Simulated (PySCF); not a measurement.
F$_{4}$Ge$_{2}$S$_{2}$ (cyclo-(F2GeS)2)

The calculation's input:

```
{"job": {"kind": "uv", "xc": "PBE0", "basis": "def2-SVPD", "ip": false, "nstates": 15}, "charge": 0, "multiplicity": 1}
Ge    -0.657605     1.218672     0.210218
F     -2.250931     1.479170     0.791344
F     -0.071800     2.811838    -0.042257
S     -0.564914    -0.045024    -1.604022
Ge     0.689357    -1.241086    -0.229748
F      2.283863    -1.494942    -0.811731
F      0.110855    -2.837384     0.019498
S      0.599405     0.023087     1.582979
```

Command:

```sh
OMP_NUM_THREADS=1 python probes_run.py task.json out
```

Geometry: PBE0-D3(BJ)/def2-SVP.

Level of theory: PBE0/def2-SVPD, SCF density, gas phase in PySCF 2.14.0.

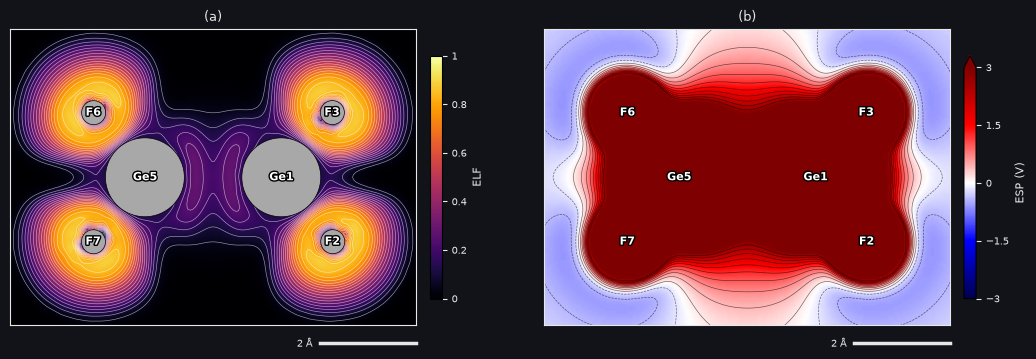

Figure 1. (a) electron localisation function; (b) electrostatic potential on the plane of atoms F2, Ge1 and F3. Grey discs cover the atomic cores in the ELF map.

**What do the fields say about this system?**

The plane passes through Ge and F nuclei.
Ge–F (1.72 Å): the ELF peaks at about 0.80 in the valence shell of F, 0.6 Å from its nucleus, and is about 0.25 at the midpoint.
The ELF also peaks beside F7, F2, F6 and F3, away from the bonds: lone-pair regions.
Outside the dense part of the molecule the potential is most negative (−0.6 V) near F2, F3, F6 and F7.

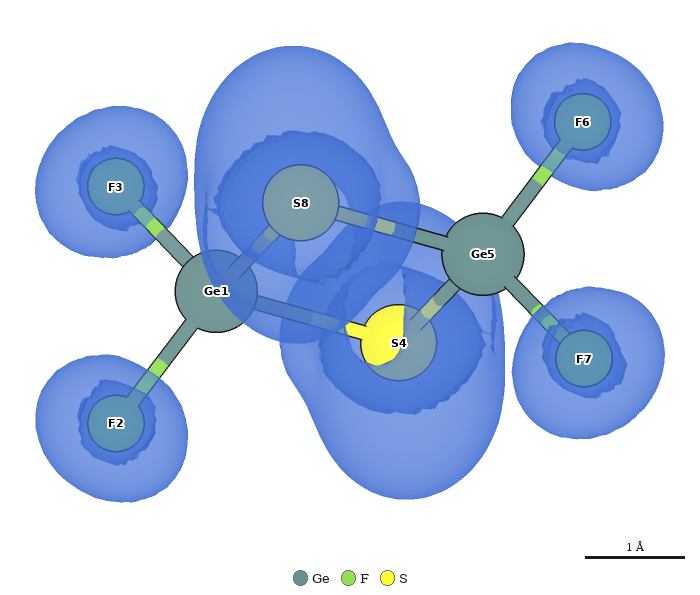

Figure 2. Isosurface of the electron localisation function at 0.75 (blue), seen at a tilt. Core shells and regions of very low density are left out.

**What do the ELF domains correspond to?**

At this value the surface marks out two regions on S in which the atom's valence shell and bonds are merged and four regions wrapped around F (the valence shell of each). Along the contacts the grid gives the following. Ge–S (2.21 Å): the ELF peaks at about 0.85 in the valence shell of S, 0.9 Å from its nucleus, and is about 0.75 at the midpoint.

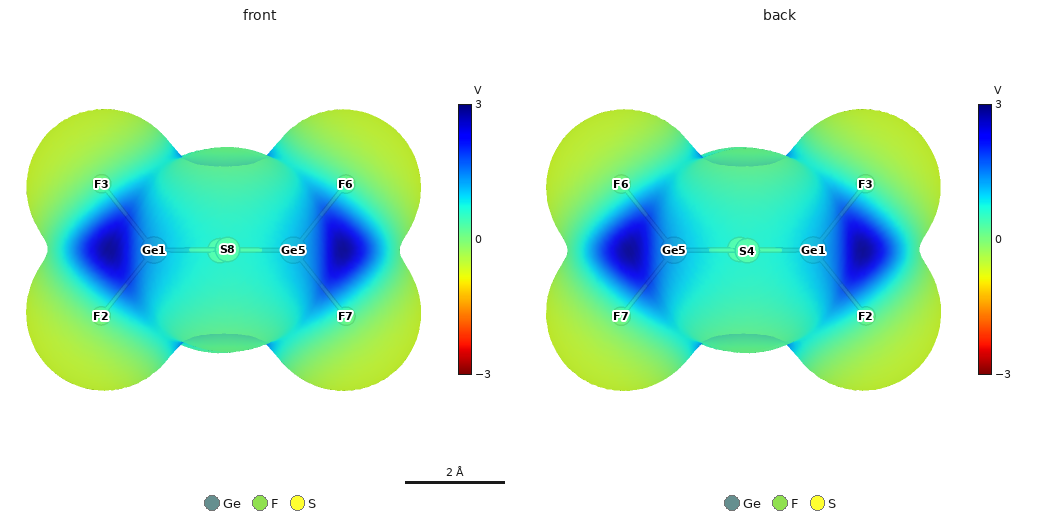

Figure 3. The molecular electrostatic potential painted on the density surface at 0.002 e/bohr³, seen from the front and from behind; red is negative and blue positive.

**Describe the electrostatic potential map.**

The most negative region (about −0.6 V) lies over F2, F3, F6 and F7, the most positive (about +2.8 V) over Ge1 and Ge5.
